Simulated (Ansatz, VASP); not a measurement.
## Cross-check of TiPt3 between VASP and Ansatz

Aim: how closely do two programs agree when they are given the same cell, functional and k mesh? Valence electrons are named where the data sets of a main pair hold unlike numbers.

Calculated with Ansatz 0.2.0; plane waves, with VASP 6.6.1 beside it; single point at PBE and band structure at BLYP.

The database entry behind the starting cell is an old determination (1943), so it need not match the best structure at ambient conditions.

## (1) Set-up

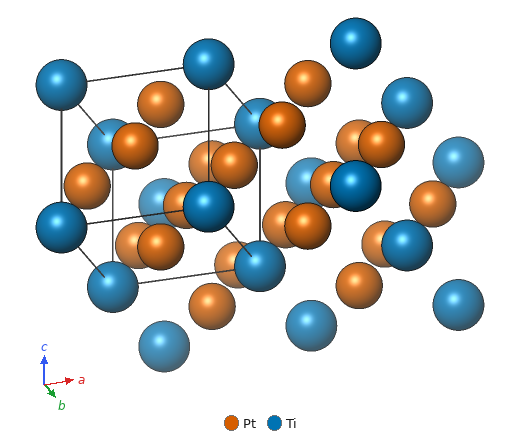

The cell as given, from a free direction (platinum orange, titanium blue). 2×2×1 cells are drawn. Some periodic images of atoms are drawn too.

## (2) VASP: single point, PBE

With cell and atoms fixed, the geometry can't cause a difference; cores, projectors, grids and the points listed under the comparison can.

Lines of VASP's logs that name or quote its potential files are left out, and so is its time.

Contents of INCAR:

```
SYSTEM = TiPt3
PREC = Accurate
ENCUT = 400
EDIFF = 1E-06
NELM = 100
ISMEAR = -1
SIGMA = 0.05
LREAL = .FALSE.
ALGO = Normal
GGA = PE
NBANDS = 27
LORBIT = 11
LWAVE = .FALSE.
LCHARG = .TRUE.
ISIF = 2
LELF = .TRUE.
LVHAR = .TRUE.
```

Contents of POSCAR:

```
TiPt3
1.0
    3.8970000000      0.0000000000      0.0000000000
    0.0000000000      3.8970000000      0.0000000000
    0.0000000000      0.0000000000      3.8970000000
Pt Ti
3 1
Direct
    0.5000000000      0.5000000000      0.0000000000
    0.5000000000      0.0000000000      0.5000000000
    0.0000000000      0.5000000000      0.5000000000
    0.0000000000      0.0000000000      0.0000000000
```

Contents of KPOINTS:

```
Automatic mesh
0
Gamma
7 7 7
0 0 0
```

The projector-augmented-wave data sets are Pt and Ti_sv (PBE family, release 64).

Run with:

```sh
> mpirun -np 2 vasp_std
```

Numbers of over 12 decimals in the logs are rounded to 6 here.

Log:

```text
[banner, memory and clock lines left out]
running    2 mpi-ranks, on    1 nodes
 distrk:  each k-point on    2 cores,    1 groups
 distr:  one band on    1 cores,    2 groups

 POSCAR found type information on POSCAR PtTi
 POSCAR found :  2 types and       4 ions
 LDA part: xc-table for (Slater+PW92), standard interpolation
|                                                                             |
|           W    W    AA    RRRRR   N    N  II  N    N   GGGG   !!!           |
|           W    W   A  A   R    R  NN   N  II  NN   N  G    G  !!!           |
|           W    W  A    A  R    R  N N  N  II  N N  N  G       !!!           |
|           W WW W  AAAAAA  RRRRR   N  N N  II  N  N N  G  GGG   !            |
|           WW  WW  A    A  R   R   N   NN  II  N   NN  G    G                |
|           W    W  A    A  R    R  N    N  II  N    N   GGGG   !!!           |
|                                                                             |
|     The number of bands has been changed from the values supplied in        |
|     The orbitals not found in the WAVECAR file will be initialized with     |
|     random numbers, which is usually adequate. For correlated               |
|     calculations, however, you should redo the groundstate calculation.     |
|     I found NBANDS = 27. Now, NBANDS = 28.                                  |
|                                                                             |

 POSCAR, INCAR and KPOINTS ok, starting setup
 FFT: planning ... GRIDC
 FFT: planning ... GRID_SOFT
 FFT: planning ... GRID
 WAVECAR not read
 entering main loop
       N       E                     dE             d eps       ncg     rms          rms(c)
DAV:   1     0.325156047991E+03    0.32516E+03   -0.17813E+04  1120   0.134E+03
DAV:   2    -0.933114017031E+01   -0.33449E+03   -0.31921E+03  1188   0.365E+02
DAV:   3    -0.317065385407E+02   -0.22375E+02   -0.21426E+02  1348   0.931E+01
DAV:   4    -0.325289397538E+02   -0.82240E+00   -0.81781E+00  1416   0.170E+01
DAV:   5    -0.325509323838E+02   -0.21993E-01   -0.21987E-01  1340   0.260E+00    0.225E+01
DAV:   6    -0.308190693215E+02    0.17319E+01   -0.11765E+01  1292   0.293E+01    0.140E+01
DAV:   7    -0.304401946836E+02    0.37887E+00   -0.20612E+01  1492   0.294E+01    0.107E+01
DAV:   8    -0.295906286719E+02    0.84957E+00   -0.97545E-01  1292   0.955E+00    0.437E+00
DAV:   9    -0.295542056471E+02    0.36423E-01   -0.12569E+00  1596   0.665E+00    0.279E+00
DAV:  10    -0.294764947590E+02    0.77711E-01   -0.28314E-01  1332   0.392E+00    0.396E-01
DAV:  11    -0.294798510050E+02   -0.33562E-02   -0.56320E-03  1308   0.615E-01    0.608E-01
DAV:  12    -0.294762067931E+02    0.36442E-02   -0.12529E-02  1512   0.754E-01    0.365E-02
DAV:  13    -0.294762133443E+02   -0.65513E-05   -0.18475E-04  1188   0.946E-02    0.134E-02
DAV:  14    -0.294762167097E+02   -0.33653E-05   -0.12420E-05  1372   0.279E-02    0.215E-02
DAV:  15    -0.294762125194E+02    0.41903E-05   -0.98032E-06  1212   0.267E-02    0.474E-03
DAV:  16    -0.294762124749E+02    0.44409E-07   -0.11129E-06   816   0.761E-03
   1 F= -.29476212E+02 E0= -.29469652E+02  d E =-.131214E-01
```

Parts of OUTCAR (step 2):

```text
ion  position               nearest neighbor table
   1  0.500  0.500  0.000-   2 2.76   3 2.76   4 2.76   2 2.76   3 2.76   2 2.76   4 2.76   2 2.76
                             3 2.76   4 2.76   3 2.76   4 2.76
   2  0.500  0.000  0.500-   1 2.76   3 2.76   4 2.76   1 2.76   4 2.76   1 2.76   3 2.76   1 2.76
                             3 2.76   4 2.76   4 2.76   3 2.76
   3  0.000  0.500  0.500-   1 2.76   2 2.76   4 2.76   1 2.76   4 2.76   2 2.76   4 2.76   4 2.76
                             1 2.76   2 2.76   1 2.76   2 2.76
   4  0.000  0.000  0.000-   1 2.76   2 2.76   3 2.76   2 2.76   3 2.76   1 2.76   3 2.76   3 2.76
                             1 2.76   2 2.76   2 2.76   1 2.76

  LATTYP: Found a simple cubic cell.
 ALAT       =     3.8970000000

 Subroutine GETGRP returns: Found 48 space group operations
 (whereof 48 operations were pure point group operations)

The static configuration has the point symmetry O_h .

 Found     20 irreducible k-points:

   k-points           NKPTS =     20   k-points in BZ     NKDIM =     20   number of bands    NBANDS=     28

   dimension x,y,z NGX =    28 NGY =   28 NGZ =   28
   dimension x,y,z NGXF=    56 NGYF=   56 NGZF=   56

   ENCUT  =  400.0 eV  29.40 Ry    5.42 a.u.   6.36  6.36  6.36*2*pi/ulx,y,z

   NELECT =      42.0000    total number of electrons

 k-points in reciprocal lattice and weights: Automatic mesh
   0.00000000  0.00000000  0.00000000       0.003
   0.14285714  0.00000000  0.00000000       0.017
   0.28571429  0.00000000  0.00000000       0.017
   0.42857143  0.00000000  0.00000000       0.017
   0.14285714  0.14285714  0.00000000       0.035
   0.28571429  0.14285714  0.00000000       0.070
   0.42857143  0.14285714  0.00000000       0.070
   0.28571429  0.28571429  0.00000000       0.035
   0.42857143  0.28571429  0.00000000       0.070
[...]
0.42857143  0.42857143  0.28571429       0.070
   0.42857143  0.42857143  0.42857143       0.023

 average (electrostatic) potential at core
       1 -62.8547       2 -62.8547       3 -62.8547       4 -70.4133

 E-fermi :  11.8932

 k-point     1 :       0.0000    0.0000    0.0000
  band No.  band energies     occupation
    ...
     16      10.1794      2.00000
     17      11.3401      1.99997
     18      11.9074      0.85922
     19      11.9074      0.85922
     20      11.9074      0.85922
     21      13.2733      0.00000
     22      13.2733      0.00000
     23      13.4601      0.00000
     24      13.4601      0.00000
     25      13.4601      0.00000
    ...

 k-point     2 :       0.1429    0.0000    0.0000
  band No.  band energies     occupation
    ...
     16      10.2124      2.00000
     17      10.8908      2.00000
     18      10.8908      2.00000
     19      11.0917      2.00000
     20      11.9080      0.85286
     21      12.1315      0.01689
     22      13.0167      0.00000
     23      13.0167      0.00000
     24      13.1482      0.00000
     25      13.2654      0.00000
    ...

 k-point     3 :       0.2857    0.0000    0.0000
  band No.  band energies     occupation
    ...
     17       9.5404      2.00000
     18      10.1255      2.00000
     19      10.1559      2.00000
     20      10.5114      2.00000
     21      11.9096      0.83744
     22      12.3254      0.00035
     23      12.3254      0.00035
     24      12.8011      0.00000
     25      12.8787      0.00000
     26      13.8877      0.00000
    ...

  Total        3.5455571      3.5455571      3.5455571     -0.0000000      0.0000000     -0.0000000
  in kB       95.9851072     95.9851072     95.9851072     -0.0000000      0.0000000     -0.0000000
  external PRESSURE =      95.9851072 kB  Pullay stress =       0.0000000 kB

  energy-cutoff  :      400.00
  volume of cell :       59.18
      direct lattice vectors                 reciprocal lattice vectors
     3.897000000  0.000000000  0.000000000     0.256607647  0.000000000  0.000000000
     0.000000000  3.897000000  0.000000000     0.000000000  0.256607647  0.000000000
     0.000000000  0.000000000  3.897000000     0.000000000  0.000000000  0.256607647

 POSITION                                       TOTAL-FORCE (eV/Angst)
 -----------------------------------------------------------------------------------
      1.94850      1.94850      0.00000         0.000000      0.000000      0.000000
      1.94850      0.00000      1.94850         0.000000      0.000000      0.000000
      0.00000      1.94850      1.94850         0.000000      0.000000      0.000000
      0.00000      0.00000      0.00000         0.000000      0.000000      0.000000
 -----------------------------------------------------------------------------------
    total drift:                                0.000000      0.000000      0.000000

  FREE ENERGIE OF THE ION-ELECTRON SYSTEM (eV)
  ---------------------------------------------------
  free  energy   TOTEN  =       -29.4762124749 eV

  energy  without entropy=      -29.4630910489  energy(sigma->0) =      -29.46965176

 total charge
# of ion       s       p       d       tot
------------------------------------------
    1        0.703   0.683   8.073   9.459
    2        0.703   0.683   8.073   9.459
    3        0.703   0.683   8.073   9.459
    4        2.212   6.162   1.805  10.178
--------------------------------------------------
tot          4.321   8.212  26.023  38.556

[... 3 further parts left out ...]
```

The k-mesh is coarse for a metal. At this level the cell is under a pressure of 9.6 GPa, so at these settings it is away from equilibrium.

## (3) Ansatz: single point, PBE

Ansatz runs on its default PAW (the set named soft_2) files.

The same cell, functional, mesh and smearing now go to Ansatz, which takes its cutoff from its data sets.

Contents of input.yaml:

```yaml
crystal:
  lattice:
    - [3.897, 0.0, 0.0]
    - [0.0, 3.897, 0.0]
    - [0.0, 0.0, 3.897]
  atoms:
    - { symbol: Pt, position: [0.5, 0.5, 0.0] }
    - { symbol: Pt, position: [0.5, 0.0, 0.5] }
    - { symbol: Pt, position: [0.0, 0.5, 0.5] }
    - { symbol: Ti, position: [0.0, 0.0, 0.0] }
hamiltonian:
  xc: pbe
  pseudopotentials: { kind: paw }
kpoints:
  mp_grid: { grid: [7, 7, 7] }
scf:
  occupations: { method: fermi_dirac, width: 0.05 }
  n_extra_bands: 5
output:
  forces: true
  stress: true
  eigenvalues: true
```

Run with:

```sh
> ansatz run input.yaml --threads 2 --pin off --max-ram 4608MiB --backend cpu --events-out ev --progress --plain --runs-dir out
```

Log:

```text
scf.n_extra_bands = 5 over 33 filled bands (N_el = 66.0): the run solves 38 bands
Engine: ansatz 0.2.0, aarch64-unknown-linux-gnu
Pseudopotentials: kind: paw
Pseudopotential: Pt, paw, valence charge 18, recommended cutoff 420 eV (normal), Pt.paw.azcp
Pseudopotential: Ti, paw, valence charge 12, recommended cutoff 420 eV (normal), Ti.paw.azcp
Functional definition: PBE
  parameter kappa = 0.804
  parameter beta = 0.066725
  exchange = pbe_x(kappa = kappa, mu = beta*pi^2/3)
  correlation = pbe_c(beta = beta)
Crystal: 4 atoms, lattice volume = 59.182 Å³
Basis set: ecut = 420 eV, 1189 PW (Γ), exchange–correlation on 54×54×54 points (8 copies of the dense FFT grid, shifted against one another)
Bands: 38, of which v1, the nominal top of the filled ones, is band 33 counted from 1 (32 counted from 0)
Symmetry: 48 space group operations
Space group: Pm-3m (ITA 221), of the structure as read, at distance tolerance 3.9e-5 Å
k-points: 20 of 343
Non-local potential: Pt, projectors of the file, l = 0: 3, l = 1: 2, l = 2: 2, l = 3: 1
Non-local potential: Ti, projectors of the file, l = 0: 3, l = 1: 2, l = 2: 3, l = 3: 1
PAW form: soft (Blöchl's): semilocal exchange-correlation on the pseudo side does not see the compensation charge
PAW one-centre angular grid: Pt, 590 points (default); XC on 64 Gauss nodes
PAW one-centre angular grid: Ti, 590 points (default); XC on 64 Gauss nodes
Initial density: superposition of atomic densities (neutral atoms: chi_scale 0, normalization atom), corrected by the library's trained network
Initial wavefunctions: pseudopotential atomic-orbital guess
Functional: x = pbe(κ = 0.804, μ = 0.219515), c = pbe(β = 0.066725)
SCF iter   1: F=—  HF=-40072.081976 eV  |F-HF|=—  |Δ(HF+E_count)|=         —  Δρ=1.47e-2  dr2=1.91e-1  ethr=1.77e-3  ⟨swp⟩=5.2  Hψ=2359  notcnv=0
preconditioner: auto → Resta (q_TF=auto, 2.778 Å⁻¹)  ε∞=30.1  [insulator: Δε(μ)=0.186 eV  Ē_g=5.215 eV  σ=0.050 eV  W_gap=0.69  n_scr=18 (ndim 8)  ℏωp=28.1 eV  f_vac=0.000  D(μ)=1.03/eV (n_scr^D=6)  ε∞_Penn≈30.1]
SCF iter   2: F=—  HF=-40072.072056 eV  |F-HF|=—  |Δ(HF+E_count)|=   9.92e-3  Δρ=7.07e-3  dr2=4.60e-2  ethr=2.89e-4  ⟨swp⟩=2.0  Hψ=995  notcnv=0  defer=1
preconditioner: auto → Kerker (q_TF=auto, 2.778 Å⁻¹)  [metal: Δε(μ)=0.112 eV  Ē_g=5.167 eV  σ=0.050 eV  W_gap=0.46  n_scr=18 (ndim 8)  ℏωp=28.1 eV  f_vac=0.000  D(μ)=1.29/eV (n_scr^D=6)]
SCF iter   3: F=—  HF=-40072.068683 eV  |F-HF|=—  |Δ(HF+E_count)|=   3.37e-3  Δρ=7.91e-4  dr2=1.76e-4  ethr=6.97e-5  ⟨swp⟩=2.0  Hψ=887  notcnv=0  defer=1
SCF iter   4: F=—  HF=-40072.068723 eV  |F-HF|=—  |Δ(HF+E_count)|=   4.03e-5  Δρ=1.82e-4  dr2=2.84e-5  ethr=2.66e-7  ⟨swp⟩=2.0  Hψ=1139  notcnv=0  defer=1
SCF iter   5: F=—  HF=-40072.068726 eV  |F-HF|=—  |Δ(HF+E_count)|=   3.01e-6  Δρ=3.95e-5  dr2=7.35e-7  ethr=4.30e-8  ⟨swp⟩=1.7  Hψ=798  notcnv=0  defer=1
SCF iter   6: F=-40072.068726 eV  HF=-40072.068726 eV  |F-HF|=3.91e-8  |Δ(HF+E_count)|=   1.09e-8  Δρ=9.45e-6  dr2=6.23e-8  ethr=1.52e-10  ⟨swp⟩=5.1  Hψ=2852  notcnv=0
SCF 1 converged in 6 iterations: F = -40072.068726 eV  dr2 = 6.23e-8
  greatest PAW one-centre occupation: 1.000 electrons in one spin orbital (limit 2), on the Pt atom at site 2 (counted from 0), in its partial waves of l = 0
SCF converged after 6 iterations
Free energy (F): -40072.068726 eV
Harris-Foulkes:  -40072.068726 eV  (|F-HF|=3.91e-8)
Internal energy: -40072.055640 eV  (E = F + TS)
E sigma→0 (E₀):  -40072.062183 eV
Entropy (-TS):   -0.013087 eV (-3.272 meV/atom)
Fermi energy:    22.630432 eV
--- Per-component energies (eV) ---
  E_band       = -527.135599
  E_kinetic    = 2191.218215
  E_local      = -5216.797106  (includes V_loc(G=0)·N_el)
  E_nonlocal   = 602.491327
  E_hartree    = 1984.031058
  E_xc         = -887.605963
  E_vxc        = -1036.922976  (∫ρ·V_xc dr)
  E_paw        = -29408.360449  (= ΣΔE_a)
  E_vpaw       = -1035.187875  (= ΣTr[D̂ρ^β])
  E_aug_tail   = 0.000678  (compensation charges beyond the density's cutoff)
  E_ewald      = -9337.033399
  E_smearing   = -0.013087  (= −TS)
  E_closure    = 0.000000  (closes the sum)
  Σ components = -40072.068726   (vs F -40072.068726, Δ=0.00e0)
--- Forces (eV/Å), atoms counted from 1 ---
  atom   1  Pt     0.00000000     0.00000000    -0.00000000
  atom   2  Pt     0.00000000    -0.00000000    -0.00000000
  atom   3  Pt     0.00000000     0.00000000     0.00000000
  atom   4  Ti     0.00000000    -0.00000000    -0.00000000
  max |Σ_I F_I| component: 1.00e-28 eV/Å
--- Stress (GPa, compression-positive) ---
       10.111800       0.000000      -0.000000
        0.000000      10.111800       0.000000
        0.000000       0.000000      10.111800
  P = ⅓ Tr σ = 10.1118 GPa (101.118 kbar)
--- Band table (eV; the first three rows and the last of 20) ---
  k-point 0: bands = [... 29 lower, 22.6452, 22.6452, 22.6452, 24.0165, 24.0165, 24.1882, 24.1882, 24.1882, ... 1 higher]
  k-point 1: bands = [... 29 lower, 21.6238, 21.8272, 22.6460, 22.8612, 23.7553, 23.7553, 23.8911, 24.0075, ... 1 higher]
  k-point 2: bands = [... 29 lower, 20.8530, 20.8826, 21.2425, 22.6476, 23.0633, 23.0633, 23.5429, 23.6215, ... 1 higher]
  k-point 19: bands = [... 29 lower, 20.8753, 20.8753, 21.6154, 22.1608, 22.8611, 22.8611, 23.7656, 23.7656, ... 1 higher]
```

Run time: 0.96 s. Hardware: 2 threads of Arm Neoverse V2, shared host; peak memory 0.34 GiB; 1.8 s of CPU time.

In the SCF lines HF is the Harris–Foulkes energy and dr2 the Hartree energy of the density residual, in eV; the loop may stop once dr2 is under the threshold and the program's other checks hold. Hψ counts applications of the Hamiltonian.

The run ends at a pressure of 10.11 GPa.

## (4) Differences

Known differences besides the potentials themselves: the data sets hold 66 valence electrons in Ansatz (on its default PAW (the set named soft_2) files) and 42 in VASP; the cutoff is 420 eV in Ansatz and 400 eV in VASP; VASP leaves aspherical gradient terms in its spheres out (LASPH is not set), Ansatz keeps them. Total energies have different zeros and are not compared.

Compared:

```csv
quantity,Ansatz,VASP,difference
pressure (GPa),10.11,9.60,+0.51
pressure without Ansatz's Pulay correction (GPa),10.04,9.60,+0.44
```

Ansatz's pressure holds a Pulay correction of 0.07 GPa; VASP's holds none.

## (5) Ansatz: band structure, BLYP

A single point gives forces, pressure and levels at one fixed geometry, so differences don't come from the geometry; what else differs is listed under the comparison. The cell compared in this pair holds 68.06 Å³, against 59.18 Å³ for the pair before.

The cell is taken from a series of VASP runs on this material, whose earlier steps may have relaxed, scaled or displaced it; both programs get it as it stands.

Contents of input.yaml:

```yaml
crystal:
  lattice:
    - [4.0828461887, 0.0, 0.0]
    - [0.0, 4.0828461887, 0.0]
    - [0.0, 0.0, 4.0828461887]
  atoms:
    - { symbol: Pt, position: [0.5, 0.5, 0.0] }
    - { symbol: Pt, position: [0.5, 0.0, 0.5] }
    - { symbol: Pt, position: [0.0, 0.5, 0.5] }
    - { symbol: Ti, position: [0.0, 0.0, 0.0], spin: 1.0 }
hamiltonian:
  xc: blyp
  pseudopotentials: { kind: paw }
magnetization:
  spin_polarized: true
kpoints:
  mp_grid: { grid: [6, 6, 6] }
  band_path:
    path:
      - [0.0, 0.0, 0.0]
      - [0.0, 0.1, 0.0]
      - [0.0, 0.2, 0.0]
      - [0.0, 0.3, 0.0]
      - [0.0, 0.43333, 0.0]
      - [0.0, 0.5, 0.0]
      - [0.1, 0.5, 0.0]
      - [0.2, 0.5, 0.0]
      - [0.33333, 0.5, 0.0]
      - [0.43333, 0.5, 0.0]
      - [0.5, 0.5, 0.0]
      - [0.36667, 0.36667, 0.0]
      - [0.26667, 0.26667, 0.0]
      - [0.16667, 0.16667, 0.0]
      - [0.06667, 0.06667, 0.0]
      - [0.03333, 0.03333, 0.03333]
      - [0.13333, 0.13333, 0.13333]
      - [0.23333, 0.23333, 0.23333]
      - [0.33333, 0.33333, 0.33333]
      - [0.46667, 0.46667, 0.46667]
      - [0.46667, 0.5, 0.46667]
      - [0.36667, 0.5, 0.36667]
      - [0.23333, 0.5, 0.23333]
      - [0.13333, 0.5, 0.13333]
      - [0.03333, 0.5, 0.03333]
      - [0.5, 0.5, 0.03333]
      - [0.5, 0.5, 0.16667]
      - [0.5, 0.5, 0.26667]
      - [0.5, 0.5, 0.36667]
      - [0.5, 0.5, 0.5]
    npoints: 1
scf:
  occupations: { method: fermi_dirac, width: 0.02 }
  n_extra_bands: 10
output:
  forces: true
  stress: true
  eigenvalues: true
```

Log:

```text
[...]
Crystal: 4 atoms, lattice volume = 68.060 Å³
Basis set: ecut = 420 eV, 1357 PW (Γ), exchange–correlation on 60×60×60 points (8 copies of the dense FFT grid, shifted against one another)
Bands: 43, of which v1, the nominal top of the filled ones, is band 33 counted from 1 (32 counted from 0)
Symmetry: 48 space group operations
[...]
k-point 1 ↑: bands = [... 29 lower, 18.3736, 18.5504, 19.2802, 19.5053, 20.1794, 20.1794, 20.2811, 20.4497, ... 6 higher]
  k-point 2 ↑: bands = [... 29 lower, 17.5174, 17.7154, 18.1179, 19.2815, 19.5080, 19.5080, 19.9775, 20.0431, ... 6 higher]
  k-point 19 ↓: bands = [... 29 lower, 18.8807, 18.8807, 19.1775, 19.2076, 19.2076, 19.2076, 20.2228, 20.2228, ... 6 higher]
[key lines of the parts left out:]
SCF converged after 12 iterations
Magnetization: 0.0000 μB (33.0000 up, 33.0000 down)
Free energy (F): -40156.344584 eV
Fermi energy:    19.335648 eV
P = ⅓ Tr σ = -8.6786 GPa (-86.786 kbar)
```

The job ended after 6.5 s (2 threads; peak memory 0.42 GiB; 12 s of CPU time).

(Part 1 of 2 ends here.)

[Lines on the potential files, build, host, timing and source positions are cut from VASP's logs without a mark.]

[Logs are printed without paths, hosts, clocks, repeated set-up lines and the standing remarks that a program may print on its own settings, such as how far it seeks lower states.]

[Hosts, paths, dates, database ids (printed as entryN), source tags and the programs' standing remarks are cut or masked in the printed files.]
